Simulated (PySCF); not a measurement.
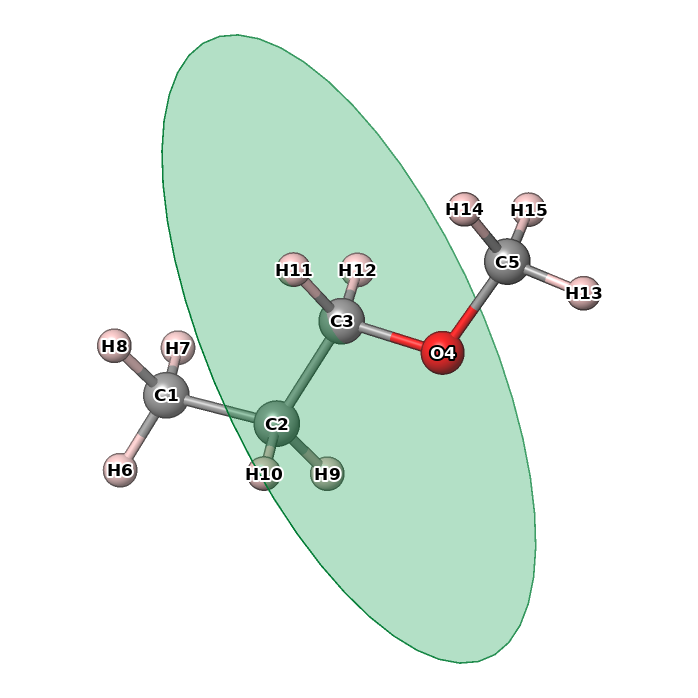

A disc through the centre of mass is drawn in. Distant atoms are faded towards the background colour. The computed structure is the end point of a PBE0-D3(BJ)/def2-TZVP optimisation. No frequency run is at hand to confirm it as a minimum.

Q: Is the plane of the disc a mirror plane of the structure?

A: No. The point group is Cs, with 1 mirror plane, and this plane isn't one of its mirror planes.
